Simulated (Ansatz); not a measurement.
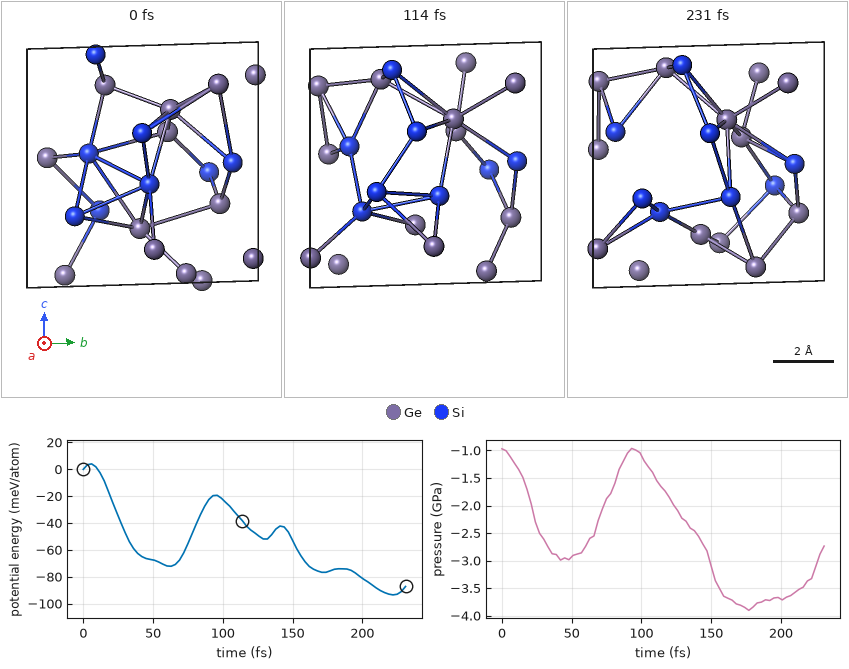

Molecular dynamics of an amorphous cell of composition Si$_{8}$Ge$_{13}$ (21 atoms in the cell), 231 fs long. It starts from the last geometry of an earlier run, with fresh velocities. Frames and the history of the run. The picture is a ball-and-stick view of the simulation cell, seen along the a axis. Atoms that leave the cell re-enter on the other side. Bonds to atoms that aren't drawn are left out.

These are results of DFT PBE, scalar-relativistic, plane waves, PAW in Ansatz, not measurements. Set-up: plane-wave cutoff 420 eV; k-point mesh 1 × 1 × 1; Fermi-Dirac smearing 0.103 eV; set temperature 1200 K; time step 3 fs.

### What happens in this trajectory?

Root-mean-square distances from the starting positions over the second half, with the common drift of all atoms taken out: Si 0.83 Å, Ge 0.59 Å. Against the typical shortest distance between atoms in the first frame, about 2.5 Å these are large excursions, but over 231 fs one can't yet tell strong vibration from the start of diffusion. Bond changes: 2 Si–Si bonds form between 81 fs and 150 fs; 2 Si–Si bonds break between 162 fs and 186 fs. The mean temperature in the second half is 1038 K (standard deviation 120 K). The potential energy is still drifting at the end, so the run hasn't reached equilibrium. The potential energy in the second half lies on average 69.6 meV per atom below the first frame. The first frame is far from relaxed (forces up to 2.6 eV/Å), so much of the motion is the structure settling. The mean pressure there is −3.2 GPa.

Limits of the set-up: the periodic images lie only 7.6 Å apart, so the values are limited by the cell's size.

The run took 3.4 min on 2 threads of Arm Neoverse V2, on a shared host, peak memory 0.66 GiB.
